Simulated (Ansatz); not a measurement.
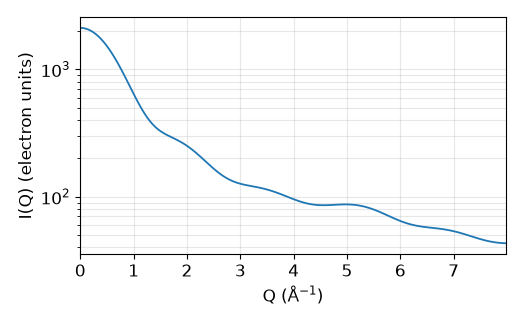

Elastic X-ray scattering of a randomly oriented, rigid molecule, calculated with the Debye equation from neutral-atom form factors (independent atoms, no Compton part, no vibration). The geometry is the end point of an optimisation (RHF/def2-SVP (Ansatz 0.2.0)); it may be a saddle point or a higher isomer. It contains C, N, S, H.

Question: How many electrons does the independent-atom model of the molecule hold?

Answer: I(0) is the square of the electron number: I(0) = 2120, so about 46 electrons, the count of C3H5NS.

Question: What radius of gyration does the initial fall-off give?

Answer: From I(Q) ≈ I(0) exp(−Q²R²/3) at small Q, R ≈ 2.01 Å. It is larger than the electron-weighted radius of the nuclear positions alone (1.86 Å), because each atom's electron cloud adds to it.
